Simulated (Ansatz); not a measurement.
ClH5N2OTi···H2O

```xyz
13

Ti   -0.0704   -0.1881    0.1858
N    -0.0491   -0.2432    2.0562
H    -0.8730   -0.1783    2.6288
H     0.7329   -0.5548    2.6035
N     1.6726   -0.2697   -0.3635
H     2.0998   -0.9231   -0.9935
H     2.3003    0.4664   -0.0793
Cl   -1.1488    1.7442   -0.4089
O    -0.9044   -1.5566   -0.5233
H    -1.4645   -2.3139   -0.5090
O     1.7587    2.3831    1.2367
H     1.1349    2.8563    0.7032
H     1.2424    2.0402    1.9532
```

These are results of RHF/def2-SVP in Ansatz 0.2.0, not measurements.

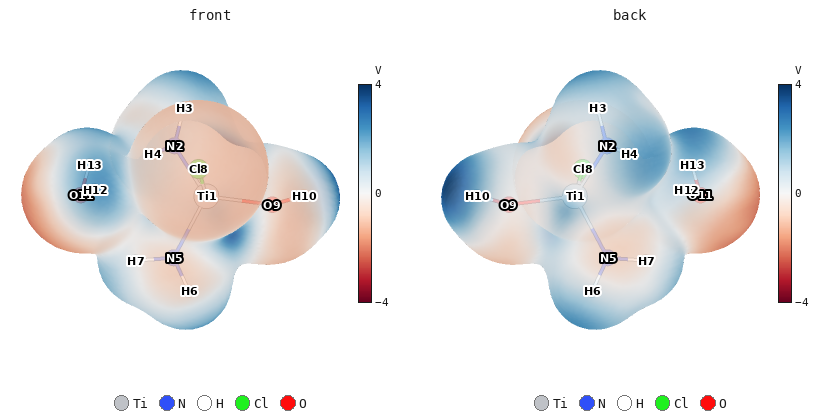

Figure 1. The molecular electrostatic potential painted on the density surface at 0.004 e/bohr³, seen from the front and from behind; the colour scale runs from red (negative) to blue (positive).

Question: Describe the electrostatic potential map.

Answer: The most negative region (about −2.0 V, or −46 kcal/mol for a unit charge) lies over O11, the most positive (about +3.8 V, or +88 kcal/mol for a unit charge) over Ti1 and H10. O11 is the likeliest acceptor of a hydrogen bond.

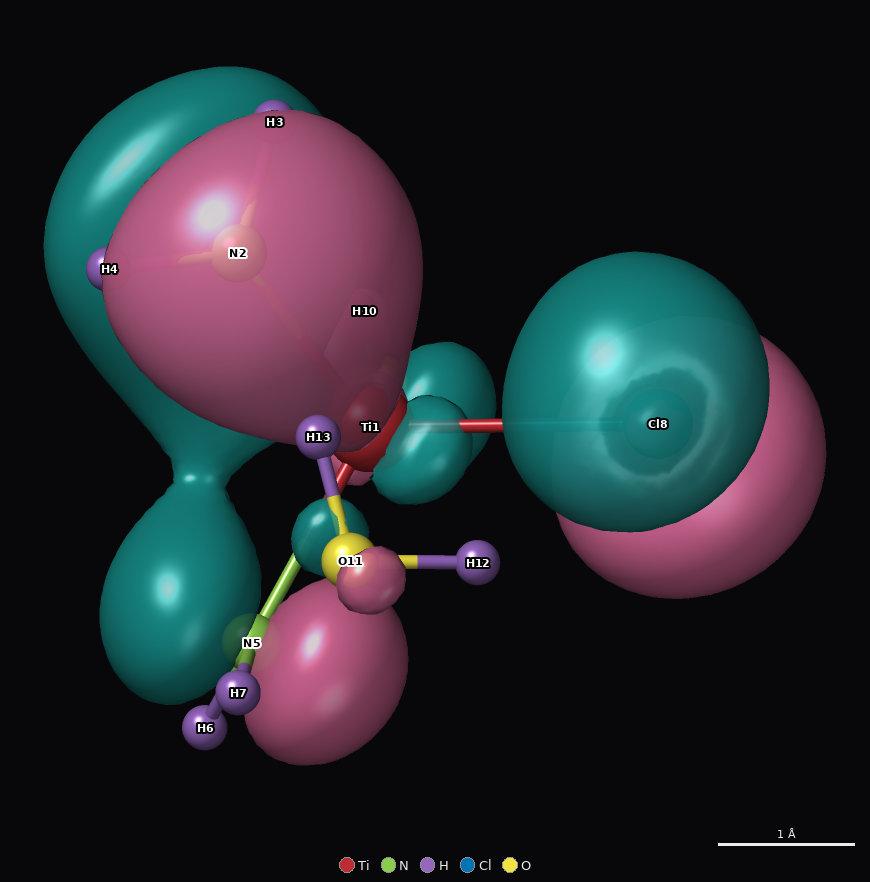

Figure 2. The HOMO at ±0.08 Å⁻³ᐟ² (teal and pink are the two phases), seen at an oblique angle.

Question: Describe this orbital and give its energy.

Answer: Its weight (Hirshfeld) is mainly on N2 (about 50 %), Cl8 (about 25 %), Ti1 (about 10 %) and N5 (about 5 %); largely a combination of lone pairs on N2, Cl8 and N5. Its energy is −11.02 eV.

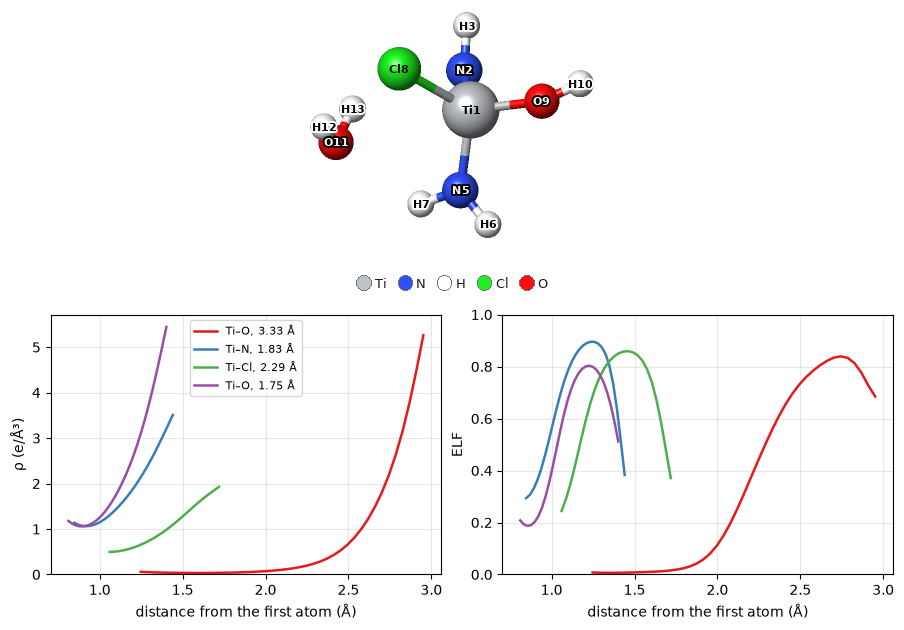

Figure 3. Electron density and electron localisation function along straight lines between neighbouring atoms. The curves leave out the atomic cores. The structure is drawn too.

Question: What can be read from the curves?

Answer: Ti1···O11 (3.33 Å): the density falls to about 0.03 e/Å³ on the way; the ELF dips to about 0 between them.
Ti–N (1.83 Å): ρ is about 1.1 e/Å³ halfway; the ELF peaks at about 0.90 in the valence shell of N, 0.6 Å from its nucleus, and is about 0.35 at the midpoint.
Ti–Cl (2.29 Å): the density is about 0.53 e/Å³ at the midpoint; the ELF peaks at about 0.85 in the valence shell of Cl, 0.8 Å from its nucleus, and is about 0.45 at the midpoint.
Ti–O (1.75 Å): ρ at the midpoint is about 1.1 e/Å³; the ELF peaks at about 0.80 in the valence shell of O, 0.5 Å from its nucleus, and drops to about 0.20 between the two atoms.
